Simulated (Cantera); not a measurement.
A closed system holds: 1 mol SiHCl3, 6.6 mol N2, a varied amount of H2, equilibrated at 1975 K and 12.0 Pa.

Equilibrium computed with Cantera from the NASA thermochemical tables; the gas is ideal and each condensed phase is pure. Candidate condensed phases: NH4Cl, Si, Si3N4; 28 gas species. The tables' values for SiCl, SiCl3, SiN are old estimates; treat these amounts as uncertain. Rates play no part.

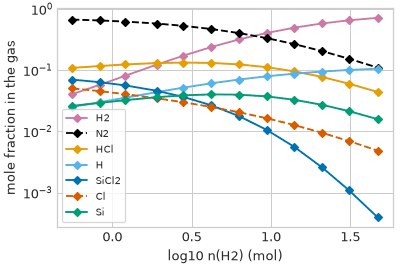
*Equilibrium gas composition (values under 1e-9 drawn at 1e-9)*

From 0.56 mol H2 to 47 mol H2 nothing is condensed. The main Si-bearing gas is SiCl2 at 0.56 mol H2 and Si at 47 mol H2.
